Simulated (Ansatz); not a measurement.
# One shape, several levels: H2S2 (SMILES SS)

Aim: a comparison of 6 runs (HF/STO-3G, UHF/STO-3G, UPBE/STO-3G, wB97X/STO-3G, CCSDT(Q)/STO-3G, CCSDT/STO-3G) of H2S2. 

The results are computed with Ansatz 0.2.0.

44 further runs of the same task are left out: 10 that didn't finish, 34 set aside as unsound or not needed.

## 1. The structure to begin with

The species is H2S2 (4 atoms), meant as a singlet with charge 0. SMILES: `SS`. The S2–S1 distance was set to 4.092 Å, away from the relaxed value. At this shape a bond of the SMILES string is far longer than usual.

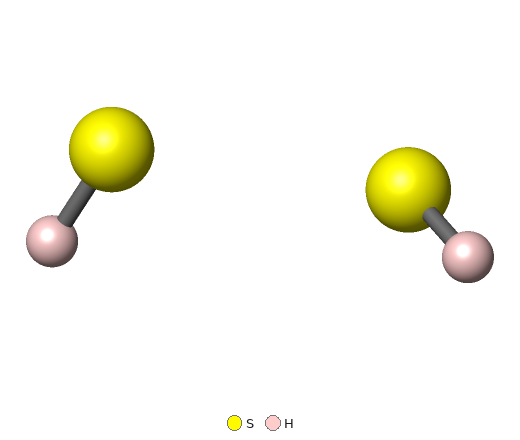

Viewed from a chosen angle; sulfur yellow, hydrogen pink.

## 2. A single-point energy at HF/STO-3G (run 1)

The input, molecule.yaml:

```yaml
crystal:
  periodic: [false, false, false]
  atoms:
    - symbol: S
      position_ang: [1.508747, -2.699999, 0.266021]
    - symbol: S
      position_ang: [0.060220, 1.121560, 0.067360]
    - symbol: H
      position_ang: [0.498847, -3.263379, 0.956211]
    - symbol: H
      position_ang: [-0.619290, 1.020250, -1.090950]
basis:
  gaussian: {orbitals: STO-3G}
hamiltonian: {xc: hf}
accuracy: high
```

The run is started by

```bash
$ ansatz run molecule.yaml --threads 1 --pin off --max-ram 3480MiB --events-out events.jsonl --progress --plain --runs-dir runs
```

Log:

```text
Warning: RAYON_NUM_THREADS=1 ignored (pool sized by the plan → 1); use --threads N
Functional definition: HF
  name "HF"
  exchange = exact_x
  correlation = 0
308 factors; integrals over basis functions are off by at most 2.4e-8 eV
mean field evaluation 1: about -21420.6788 eV, gradient 1.1e1 eV
mean field evaluation 2: about -21420.6869 eV, gradient 1.1e1 eV
mean field evaluation 4: about -21421.2399 eV, gradient 1.1e0 eV
mean field evaluation 8: about -21421.2487 eV, gradient 2.1e-4 eV
mean field evaluation 16: about -21421.0529 eV, gradient 5.7e-1 eV
mean field evaluation 32: about -21420.8442 eV, gradient 4.7e-1 eV
mean field -21421.24872123 eV, -787.2163706613 hartree, gradient 2.3e-8 eV, S^2 0.000000; 2 other end points of the search recorded, 0 dependent functions left out
reference -21421.24872123 eV, -787.2163706613 hartree; 17, 17 occupied and 3, 3 virtual orbitals, 308 factors
Total energy: -21421.24872123 eV, -787.2163706613 hartree
```

It took 0.1 s on 1 thread of Intel Xeon 6975P-C (Granite Rapids), shared host.

## 3. A single-point energy at UHF/STO-3G (run 2)

The input, run.yaml:

```yaml
crystal:
  periodic: [false, false, false]
  atoms:
    - {symbol: S, position_ang: [1.508747, -2.699999, 0.266021]}
    - {symbol: S, position_ang: [0.060220, 1.121560, 0.067360]}
    - {symbol: H, position_ang: [0.498847, -3.263379, 0.956211]}
    - {symbol: H, position_ang: [-0.619290, 1.020250, -1.090950]}
basis:
  gaussian: {orbitals: STO-3G}
magnetization: {spin_polarized: true}
hamiltonian: {xc: hf}
accuracy: high
```

The run is started by

```bash
$ ansatz run run.yaml --threads 1 --pin off --max-ram 3480MiB --events-out events.jsonl --progress --plain --runs-dir runs
```

Log (excerpt; [...] marks lines left out):

```text
Warning: RAYON_NUM_THREADS=1 ignored (pool sized by the plan → 1); use --threads N
Functional definition: HF
  name "HF"
[...]
308 factors; integrals over basis functions are off by at most 2.4e-8 eV
[...]
mean field -21426.81055791 eV, -787.4207643894 hartree, gradient 1.2e-8 eV, S^2 1.005647; 6 other end points of the search recorded, 0 dependent functions left out
reference -21426.81055791 eV, -787.4207643894 hartree; 17, 17 occupied and 3, 3 virtual orbitals, 308 factors
Total energy: -21426.81055791 eV, -787.4207643894 hartree
```

It took 0.36 s on 1 thread of Intel Xeon 6975P-C (Granite Rapids), shared host.

Runs 3 to 5 aren't shown in full; the table further down has their settings and results.

## 4. A single-point energy at CCSDT/STO-3G (run 6)

The input, run.yaml:

```yaml
crystal:
  periodic: [false, false, false]
  atoms:
    - symbol: S
      position_ang: [1.508747, -2.699999, 0.266021]
    - symbol: S
      position_ang: [0.060220, 1.121560, 0.067360]
    - symbol: H
      position_ang: [0.498847, -3.263379, 0.956211]
    - symbol: H
      position_ang: [-0.619290, 1.020250, -1.090950]
basis:
  gaussian:
    orbitals: STO-3G
correlation:
  method: ccsdt
  frozen_orbitals: {H: 0, S: 5}
accuracy: high
scf:
  omitted_lower_state_checks: [cluster_reference, increment]
```

The run is started by

```bash
$ ansatz run run.yaml --threads 1 --pin off --max-ram 3480MiB --events-out events.jsonl --progress --plain --runs-dir runs
```

Log:

```text
Warning: RAYON_NUM_THREADS=1 ignored (pool sized by the plan → 1); use --threads N
[... 14 lines left out ...]
10 core orbitals not correlated: weight in the atoms' cores, before any rotation towards them, 1.000 or more for the frozen orbitals, at most 0.000 for the correlated occupied ones
[... 293 lines left out ...]
WARN: these amplitudes may be one of several solutions (largest doubles amplitude 1.39, level shift 13.32 eV)
Total energy: -21427.99841185 eV, -787.4644172164 hartree
Checks for a lower state left out: cluster_reference, increment
```

Run time: 0.6 s. Hardware: 1 thread of Intel Xeon 6975P-C (Granite Rapids), shared host.

## 5. The series

| run | level | frozen core orbitals | energy (Eh) | wall time |
| --- | --- | --- | --- | --- |
| 1 | HF/STO-3G | – | -787.216371 | 0.1 s |
| 2 | UHF/STO-3G | – | -787.420764 | 0.36 s |
| 3 | UPBE/STO-3G | – | -788.222001 | 5.4 s |
| 4 | wB97X/STO-3G | – | -788.497747 | 3.6 s |
| 5 | CCSDT(Q)/STO-3G | 10 | -787.462267 | 0.6 s |
| 6 | CCSDT/STO-3G | 10 | -787.464417 | 0.6 s |

## 6. Summary of results

| quantity | value |
| --- | --- |
| run 6: total energy | -787.46442 Eh |
| run 6: correlation energy (10 core orbitals frozen) | -248.0 mEh |
| run 6: T1 diagnostic | 0.382 |

Below the UHF energy at the same shape and in the same basis (STO-3G): CCSDT(Q) -41.5 mEh; CCSDT -43.7 mEh. Some of these start from another determinant than that one, so these aren't their correlation energies. Totals of different functionals can't be ranked against each other. In runs 5, 6 the log says that unrestricted orbitals would lower the reference, so the values rest on an unstable closed-shell determinant (other closed-shell runs at this shape may share the fault). In runs 1, 2, 3, 4, 5, 6 the basis is minimal, so the values are rough. In runs 1, 4 a closed-shell determinant meets a far-stretched bond, which it describes badly. Spin contamination of the reference: run 2 ⟨S²⟩ = 1.01, run 3 ⟨S²⟩ = 1.00. Where it is this large, the reference is a mixture of spin states, and values that rest on it are in doubt. All runs together took 11 s, the longest 5.4 s.
